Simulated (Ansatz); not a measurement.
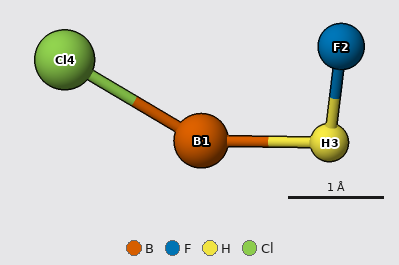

The structure as given in the input (ball-and-stick view, seen at a tilt; atoms are numbered from 1 in the order of the input). Bond lengths as drawn: B–Cl 1.68 Å, B–H 1.37 Å and F–H 1.14 Å.

BHClF: frequency calculation

System: BHClF.
Method: RKS CAM-B3LYP/def2-TZVP (Ansatz 0.2.0).

It belongs to a series of runs on one base structure; here: vibrations at the highest image of the band. Figures and captions count atoms from 1; the log counts them from 0 in places.

### Input
```yaml
crystal:
  periodic: [false, false, false]
  atoms:
    - { symbol: B, position_ang: [0.150418, 4.0e-06, -0.54616] }
    - { symbol: F, position_ang: [0.767589, -2.0e-06, 1.286036] }
    - { symbol: H, position_ang: [1.262289, 0.0, 0.258141] }
    - { symbol: Cl, position_ang: [-1.524295, -1.0e-06, -0.619316] }
basis:
  gaussian: { orbitals: def2-TZVP }
hamiltonian:
  xc: cam_b3lyp
phonons: {}
```

Launched with:
```bash
ansatz run input.yaml --threads 4 --pin off --max-ram 5120MiB --backend cpu --events-out ev --progress --plain --runs-dir out
```

### Output
```
Engine: ansatz 0.2.0, aarch64-unknown-linux-gnu
Functional definition: CAM-B3LYP
  parameter alpha = 0.19
  parameter beta = 0.46
  parameter omega = 0.33/bohr
  parameter ac = 0.81
  exchange = (1 - alpha - beta)*b88_x + beta*b88_x_sr(omega) + alpha*exact_x + beta*exact_x_lr(omega)
  correlation = (1 - ac)*vwn5_c + ac*lyp_c
632 factors; their error is unknown
171 factors; integrals over basis functions are off by at most 1.0e-5 eV
mean field evaluation 1: about -15928.5496 eV, gradient 3.7e1 eV
mean field evaluation 2: about -15921.8686 eV, gradient 7.8e1 eV
mean field evaluation 4: about -15930.8755 eV, gradient 1.4e0 eV
mean field evaluation 8: about -15930.8800 eV, gradient 3.8e-2 eV
mean field evaluation 16: about -15930.9151 eV, gradient 2.2e-5 eV
mean field -15930.91511934 eV, -585.4503322737 hartree, gradient 2.2e-5 eV, S^2 0.000000; 0 other end points of the search recorded, 0 dependent functions left out
the calculation of the forces begins
reference -15930.91521900 eV, -585.4503359360 hartree; 16, 16 occupied and 89, 89 virtual orbitals, 632 factors
these checks for a lower state are left out or cut short: stability, starts, cluster_reference, orbital_swaps, neighbouring_geometries, increment
632 factors; their error is unknown
171 factors; integrals over basis functions are off by at most 1.0e-5 eV
mean field -15930.91496682 eV, -585.4503266685 hartree, gradient 2.3e-6 eV, S^2 0.000000; 0 other end points of the search recorded, 0 dependent functions left out
[... from here on the field's lines of each further geometry are left out, up to the last ...]
the calculation of the forces begins
reference -15930.91522865 eV, -585.4503362907 hartree; 16, 16 occupied and 89, 89 virtual orbitals, 632 factors
these checks for a lower state are left out or cut short: stability, starts, cluster_reference, orbital_swaps, neighbouring_geometries, increment
632 factors; their error is unknown
171 factors; integrals over basis functions are off by at most 1.0e-5 eV
mean field -15930.91510429 eV, -585.4503317205 hartree, gradient 1.0e-6 eV, S^2 0.000000; 0 other end points of the search recorded, 0 dependent functions left out
the calculation of the forces begins
reference -15930.91520394 eV, -585.4503353827 hartree; 16, 16 occupied and 89, 89 virtual orbitals, 632 factors
WARN: phonons: modes at or below zero, which the zero-point energy, F, S and C_V leave out: 1, the lowest at -1217.93 cm⁻¹. A minimum has none, and a first-order saddle one
Total energy: -15930.91521900 eV, -585.4503359360 hartree
Atom 0 at     0.150418     0.000004    -0.546160 Å, force    -0.017318    -0.000000     0.006399 eV/Å
Atom 1 at     0.767589    -0.000002     1.286036 Å, force     0.003880    -0.000000     0.006714 eV/Å
Atom 2 at     1.262289     0.000000     0.258141 Å, force     0.003329     0.000000    -0.006121 eV/Å
Atom 3 at    -1.524295    -0.000001    -0.619316 Å, force     0.010109     0.000000    -0.006992 eV/Å
Dipole moment:    -0.311175     0.000001    -0.345695 e Å
Vibrations: -1217.93 182.00 608.37 691.55 951.07 2026.98 cm⁻¹, zero-point energy 0.276483 eV
```

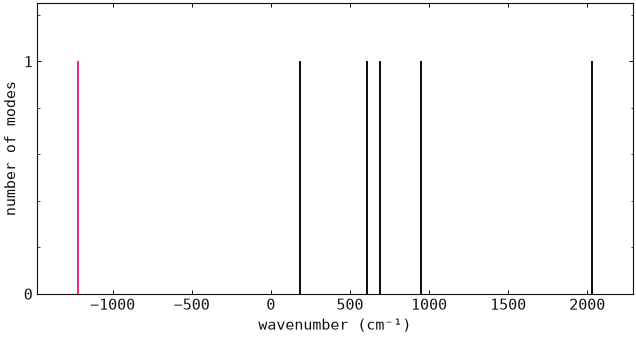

Harmonic vibrational wavenumbers from the force constants; neighbouring modes closer than 15 cm⁻¹ are counted in one stick, and imaginary ones are drawn at negative wavenumbers. 6 modes from 1218i to 2027 cm⁻¹, 1 imaginary beyond 8i (1218i cm⁻¹): a first-order saddle point, if the geometry is stationary.

### Key numbers

- outcome: converged
- total energy: −15930.9152 eV
- mean-field energy: −15930.9152 eV
- largest force (length of the vector): 0.018 eV/Å
- hardware: 4 threads of Arm Neoverse V1, 24 GiB of memory available, shared host
- wall time: 8 s (CPU time 28 s)
- peak memory: 0.17 GiB
